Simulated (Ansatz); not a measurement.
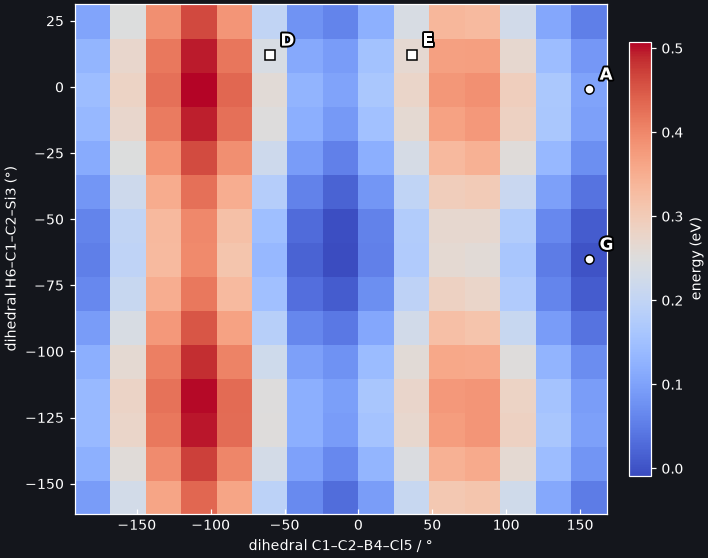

C2H8BClSi, SMILES CC([SiH3])BCl. Coordinates scanned: (1) dihedral C1–C2–B4–Cl5; (2) dihedral H6–C1–C2–Si3. Nothing is relaxed (all other coordinates rigid). The grid has 15 × 15 points. Energies are in eV, from the relaxed molecule at the same level. The calculation used Ansatz, RKS PBE0-D4/def2-SVP.

The picture shows one coloured cell a grid point, lettered points.

Is A the lowest point of the computed grid?

No. A lies 0.111 eV above the lowest grid point, which is at dihedral C1–C2–B4–Cl5 = −12°, dihedral H6–C1–C2–Si3 = −65.0°.

What kind of point is each of A, D, E, G: minimum, saddle, maximum or slope?

A: saddle point; D: on a slope; E: on a slope; G: minimum. (In these two coordinates alone; a stationary point may lie a little off the grid point.)

Rank the lettered points by energy, lowest first.

G (0.000 eV), A (0.102 eV), D (0.238 eV), E (0.267 eV).
